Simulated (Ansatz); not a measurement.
```xyz
8

C    -0.6804    0.9348   -0.5778
C     0.0362    0.7766    0.5423
Ge    0.5390   -1.0565    0.2138
S    -0.7239   -0.5192   -1.5932
H    -1.2101    1.8263   -0.9045
H     0.2038    1.5202    1.3095
H     2.0011   -1.3762   -0.1310
H    -0.0735   -2.1631    1.0851
```

Geometry: PBE0-D4/def2-TZVP.

The calculation used RKS PBE0-D4/def2-TZVPP (Ansatz 0.2.0).

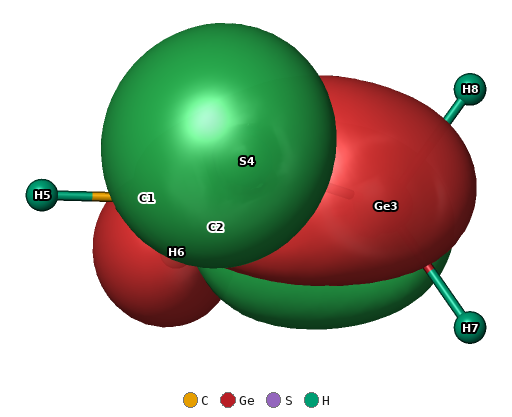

C$_{2}$H$_{4}$GeS (SMILES C1=[CH][GeH2][S]1). The HOMO−1 at ±0.1 Å⁻³ᐟ² (green and red are the two phases), seen from one side.

Question: Where does this orbital lie, and at what energy?

Answer: By Hirshfeld shares it lies mainly on S4 (about 50 %), Ge3 (about 20 %) and C2 (about 15 %). Its energy is −8.45 eV.
